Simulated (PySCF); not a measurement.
C3H12OSi2 (SMILES C[C@H](CO)[SiH2][SiH3])

Input

```
{"job": {"kind": "nmr", "xc": "PBE0", "basis": "pcSseg-1"}, "charge": 0, "multiplicity": 1}
C     -1.155773    -2.025840    -0.099457
C     -0.534688    -0.684243     0.261715
C     -1.429533     0.457418    -0.194436
O     -0.722803     1.667877    -0.007073
Si     1.205661    -0.408925    -0.493075
Si     2.137563     1.555520     0.265449
H     -2.149241    -2.130415     0.337908
H     -1.247926    -2.127466    -1.179052
H     -0.534445    -2.839323     0.266103
H     -0.454824    -0.623005     1.351674
H     -1.677670     0.323742    -1.257758
H     -2.372789     0.476221     0.373015
H     -1.255929     2.409601    -0.308195
H      1.015431    -0.475162    -1.954645
H      1.957730    -1.632677    -0.162343
H      3.597727     1.407659     0.382078
H      1.677020     1.970124     1.591119
H      1.935729     2.685211    -0.644668
```

Launched as:

```sh
OMP_NUM_THREADS=1 python probes_run.py task.json out
```

Geometry: GFN2-xTB.

These are results of PBE0/pcSseg-1, SCF density, gas phase, non-relativistic (PySCF), not measurements.

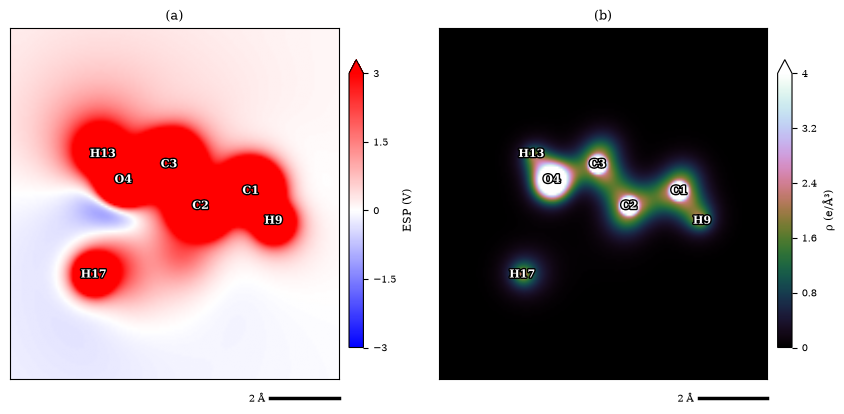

Figure 1. (a) molecular electrostatic potential; (b) electron density on the plane of atoms C2, C1 and H9.

Interpret the plot.

Atoms in the plane: C, O and H. C–O (1.41 Å): ρ at the midpoint is about 2 e/Å³, with its minimum of 1.8 e/Å³ about 0.5 Å from C. C–C (1.52 Å): the density is about 1.7 e/Å³ at the midpoint. O–H (0.96 Å): ρ is about 3.7 e/Å³ halfway. C–H (1.09 Å): the density is about 2 e/Å³ at the midpoint. Outside the dense part of the molecule the potential is most negative (−1.0 V) near O4.

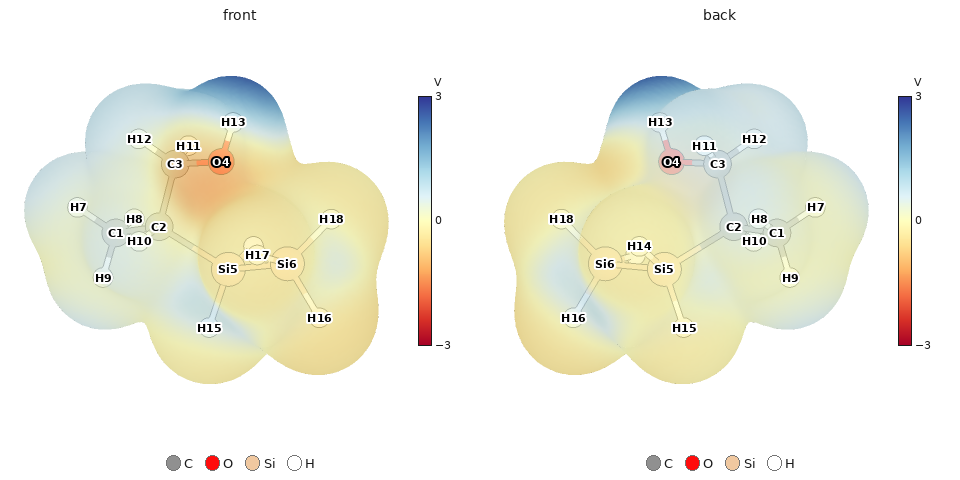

Figure 2. The electrostatic potential painted on the density surface at 0.002 e/bohr³, seen from the front and from behind; the colour scale runs from red (negative) to blue (positive).

Which sites attract a positive test charge, and which a negative one?

A positive charge is drawn to the negative regions and a negative charge to the positive ones. The most negative region (about −1.1 V) lies over O4, the most positive (about +2.4 V) over H13. O4 is the likeliest acceptor of a hydrogen bond.

How polar is the molecule by this calculation?

Its dipole moment is 2.76 D.
